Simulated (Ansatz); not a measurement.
Cost and result by functional for the surface energy of the (101) surface of alpha gallium in its 1x1 cell, outermost plane spacing 0.53 Å in the ideal cut, in Ansatz (plane waves, PAW). Single points on the PBE structure, on one kind of machine; costs are rough ratios of the slab run's core time (references not counted) to the cheapest single point. r2SCAN's cost holds its higher cutoff (500 against 420 eV). Differences are taken against r2SCAN for comparison alone: no measured value is at hand, so the table doesn't rank accuracy.

Slab: 28 atoms, 10.3 Å thick at the start (thin: gaps and levels are the slab's own); k 6x5x1, smearing 0.1 eV, dipole-corrected; all atoms relaxed; start symmetry kept, larger cells not searched; no spin, no spin-orbit, no U. These notes are the PBE run's.

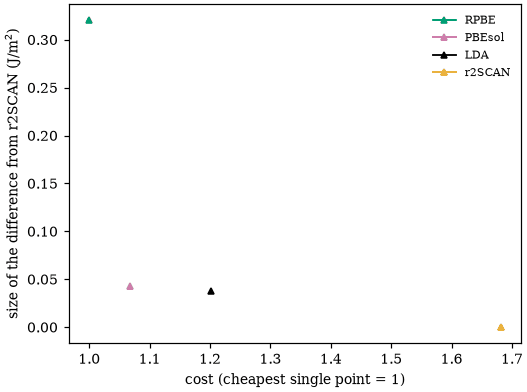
Figure: Difference from r2SCAN against cost

```tsv
functional	relative cost	surface energy (J/m²)	less r2SCAN (J/m²)
RPBE	1	0.45	-0.32
PBEsol	1	0.73	-0.04
LDA	1	0.81	0.04
r2SCAN	2	0.77	0.00
PBE (the relaxed run's value)	–	0.57	-0.20
```

The values span 0.36 J/m², while the single points' costs differ by a factor of roughly 2. Differences are of unrounded values.

Ansatz is a program for electronic structure.
